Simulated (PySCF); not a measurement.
**MP2/def2-SVP (core potential) run of SiHTeCl3 (SMILES Cl[Si](Cl)(Cl)[TeH])**

Aim: the vertical singlet–triplet gap of SiHTeCl3 at MP2/def2-SVP (core potential), from 2 runs. 

The calculation is run with PySCF 2.14.0.

### 1 The molecule

SiHTeCl3 has 6 atoms, charge 0, and is taken as a singlet. SMILES: `Cl[Si](Cl)(Cl)[TeH]`. Geometry: relaxed at PBE0-D4/def2-TZVP.

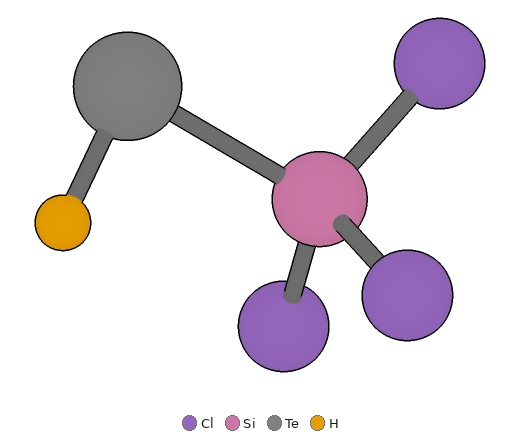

The structure, seen from a chosen angle (chlorine purple, silicon pink, tellurium grey, hydrogen amber).

### 2 A single-point energy at MP2/def2-SVP (core potential)

Contents of mol.xyz:

```xyz
6
Cl3HSiTe
Cl    -0.715400    -1.045700     1.752700
Si     0.251100    -0.479700     0.052400
Cl     2.191700    -1.088300     0.159900
Cl    -0.657800    -1.437500    -1.497400
Te     0.315000     1.970200    -0.241400
H     -1.342500     2.016800    -0.272400
```

Contents of input.py:

```python
# Cl[Si](Cl)(Cl)[TeH]
from pyscf import gto, scf, mp

system = gto.M(
    atom='mol.xyz',
    verbose=3,
    max_memory=1860,
    spin=0,
    basis='def2-svp',
    ecp={'Te': 'def2-svp'},
)

mf = scf.RHF(system)
mf.conv_tol = 1e-10
mf.kernel()
if not mf.converged:
    mf = mf.newton().run(mf.mo_coeff, mf.mo_occ)

pt = mp.MP2(mf, frozen=24).run()
e_final = pt.e_tot
print('E(%s) = %.9f' % ('MP2', e_final))
```

Run with:

```
$ OMP_NUM_THREADS=1 python input.py
```

Output:

```text
converged SCF energy = -1934.64953553438
E(RMP2) = -1935.2556275391  E_corr = -0.606092004718963
E(SCS-RMP2) = -1935.23288691649  E_corr = -0.583351382105538
E(MP2) = -1935.255627539
```

Run time: 4.8 s. Hardware: 1 thread of Arm Neoverse N1, shared host; peak memory 0.28 GiB.

### 3 The triplet at the same level

Contents of job.py:

```python
from pyscf import gto, scf, mp

system = gto.M(
    atom=[
    ('Cl', (-0.715400, -1.045700, 1.752700)),
    ('Si', (0.251100, -0.479700, 0.052400)),
    ('Cl', (2.191700, -1.088300, 0.159900)),
    ('Cl', (-0.657800, -1.437500, -1.497400)),
    ('Te', (0.315000, 1.970200, -0.241400)),
    ('H', (-1.342500, 2.016800, -0.272400)),
],
    basis='def2-svp',
    ecp={'Te': 'def2-svp'},
    spin=2,
    charge=0,
    verbose=3,
    max_memory=1860,
)

mf = scf.UHF(system)
mf.conv_tol = 1e-10
mf.kernel()
if not mf.converged:
    mf = mf.newton().run(mf.mo_coeff, mf.mo_occ)

pt = mp.MP2(mf, frozen=24).run()
etot = pt.e_tot
print('E(%s) = %.9f' % ('MP2', etot))
```

Run with:

```
$ OMP_NUM_THREADS=1 python job.py
```

Output:

```text
WARN: HOMO -0.531634370698022 >= LUMO -0.652990101624619

WARN: HOMO 0.00938174404910302 >= LUMO -0.014181579073582

WARN: HOMO -0.0913310667964353 >= LUMO -0.225519294636097

converged SCF energy = -1934.50988501432  <S^2> = 2.0263383  2S+1 = 3.0175078
E(UMP2) = -1935.10091821381  E_corr = -0.591033199490369
E(SCS-UMP2) = -1935.07822707885  E_corr = -0.56834206452859
E(MP2) = -1935.100918214
```

Wall time 9 s (1 thread of Arm Neoverse N1, shared host); peak memory 0.3 GiB.

### 4 Results

At MP2/def2-SVP (core potential), 24 core orbitals frozen:

| quantity | value |
| --- | --- |
| singlet: total energy | -1935.25563 Eh |
| singlet: dipole moment (Hartree–Fock density) | 1.31 D |
| singlet: HOMO energy (Hartree–Fock orbitals) | -9.34 eV |
| singlet: LUMO energy (Hartree–Fock orbitals) | 2.00 eV |
| singlet: HOMO–LUMO gap (Hartree–Fock orbitals) | 11.34 eV |
| singlet: correlation energy (24 core orbitals frozen) | -606.1 mEh |
| triplet: total energy | -1935.10092 Eh |
| triplet: dipole moment (Hartree–Fock density) | 1.76 D |
| triplet: HOMO energy (Hartree–Fock orbitals) (highest over α and β) | -5.24 eV |
| triplet: LUMO energy (Hartree–Fock orbitals) (lowest over α and β) | -1.51 eV |
| triplet: correlation energy (24 core orbitals frozen) | -591.0 mEh |
| triplet: ⟨S²⟩ of the reference determinant | 2.026 |
| vertical energy of the triplet above the singlet | 4.210 eV |

**Reading.** At this shape the triplet lies 4.21 eV (406 kJ/mol) above the singlet. Mulliken charges (triplet) of the mean-field density run from -0.31 on Cl1 to +0.92 on Si2; they depend strongly on the basis.
